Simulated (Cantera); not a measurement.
A closed system holds: 1 mol PbO, 11 mol CO, 0.57 mol N2, held at 17.0 Pa.

These are equilibrium values from Cantera (NASA tables, ideal gas, pure condensed phases), not measurements of a reactor. Candidate condensed phases: C, Pb, PbO, PbO2, Pb3O4; 27 gas species. The numbers say what is thermodynamically allowed, not how fast it happens.

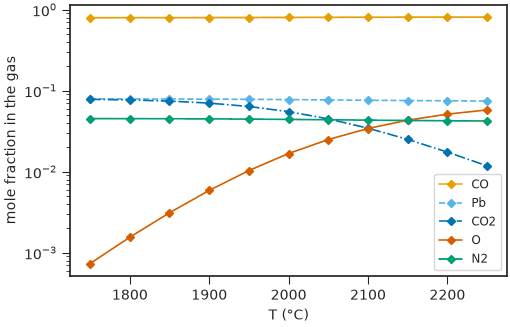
Figure. Equilibrium gas composition (values under 1e-9 drawn at 1e-9)

From 1750 °C to 2250 °C nothing is condensed. The main Pb-bearing gas is Pb throughout.
